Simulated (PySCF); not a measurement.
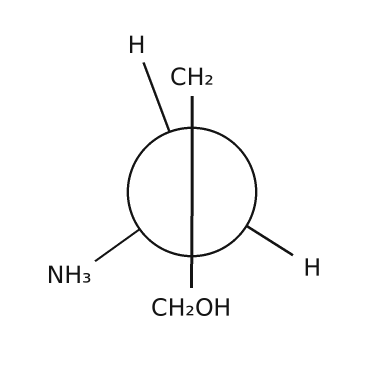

A Newman projection along the C–Ga bond, carbon in front; angles are drawn as computed, but eclipsed bonds slightly apart. The geometry was computed by an optimisation with GFN2-xTB. No frequency run is at hand to confirm it as a minimum.

### Which molecule is it?

C3H10GaNO, C=[C](CO)[GaH2-][NH3+]

### What is the torsion angle from the front CH2OH to the back NH3? The sign is positive where the front bond must turn clockwise to cover the back bond.

54°, synclinal (gauche).
